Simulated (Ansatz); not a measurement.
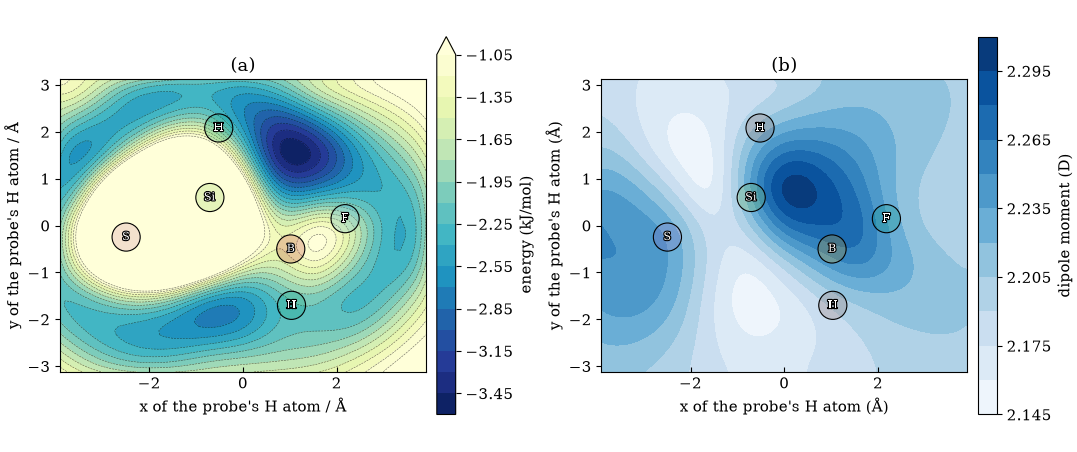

BFH₂SSi (SMILES FB[SiH]=S) with the probe H2. The probe is moved over a plane parallel to the molecule's main plane, 2.50 Å above it. First axis: x of the probe's H atom. Second axis: y of the probe's H atom. Nothing is relaxed (molecule and probe rigid, the probe upright with H nearest the plane). The grid has 11 × 9 points. Points are written as (first, second). Energies: kJ/mol, counted from molecule and probe far apart, each relaxed in its own basis (no counterpoise correction). Computed with Ansatz 0.2.0, RKS B3LYP-D4/def2-SVPD.

Panel (a) is the energy; panel (b) is the computed dipole moment, in D.

Drawn: filled contours, labelled circles for the molecule's atoms, projected on the plane, one colour for all values above the top of the scale. Between grid points the surface is interpolated.

How does the dipole moment vary over the map, and what is it at the lowest grid point?

Answer. Leaving out the highest fifth of the energies, it runs from 2.15 D at (−0.78 Å, −1.56 Å) to 2.29 D at (0.78 Å, 0.78 Å). At the lowest grid point, (0.78 Å, 1.56 Å), it is 2.26 D.
